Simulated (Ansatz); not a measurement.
## KI (rock salt), frozen-phonon scan

KI (rock salt)

```
CELL_PARAMETERS angstrom
      0.00000     7.18126     7.18126
      3.59063     0.00000     3.59063
      3.59063     3.59063     0.00000
ATOMIC_POSITIONS crystal
  I  0.00000 0.00000 0.00000
  I  0.50000 0.00000 0.00000
  K  0.25000 0.50000 0.50000
  K  0.75000 0.50000 0.50000
```

The atoms are displaced by Q × the pattern below (from a DFPT mode at L = (0.5, 0.0, 0.0), largest move 1; Q in Å), at fixed cell. (q is in reciprocal vectors of the primitive cell; the cell shown is doubled to hold the pattern.)

```tsv
atom	x	y	z
I1	-0.577	0.577	0.577
I2	0.577	-0.577	-0.577
```

Atoms not listed stay in place.

Computed with PBE (plane waves to 420 eV, PAW, scalar-relativistic; Ansatz, a first-principles code). k mesh 4×8×8 (Γ-centred), Fermi-Dirac smearing 0.05 eV. The energy includes the smearing's −TS. KI was relaxed with its symmetry unable to fall. Spin-orbit coupling is left out, though I is heavy. The relaxed volume of KI is well above the measured one; the method has no dispersion term. ΔE is measured from the undisplaced structure.

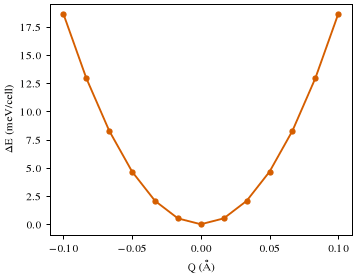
ΔE (meV/cell) against Q (Å); computed points joined by lines.

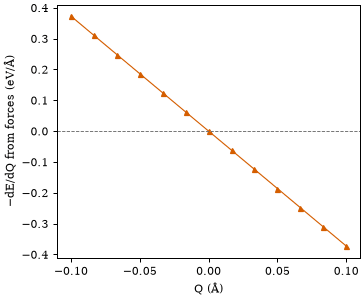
Figure. −dE/dQ from forces (eV/Å) against Q (Å); markers are the computed points, lines only join them.

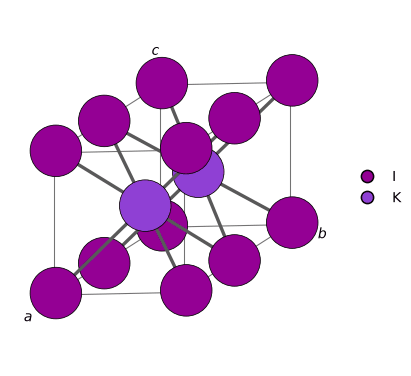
Figure: The cell of the calculation at Q = -0.100 Å.

The energy at Q = 0.100 Å is 18.6 meV/cell. Wavenumber by perturbation theory (DFPT, on another k mesh): 63 cm⁻¹. Shape of the curve: a single well with its minimum at or next to zero displacement. Space group of the distorted cell: R-3m (No. 166), lowered from Fm-3m. Harmonic wavenumber from the curvature (finite differences): 63 cm⁻¹.

E″ = 3.72 eV/Å², M = Σ mᵢ|uᵢ|² = 253.8 u, ν̃ = 521.5·√(|E″|/M).

(A displaced cell: forces are minus the slopes of the energy, force constants its curvatures, and phonons follow from these.)
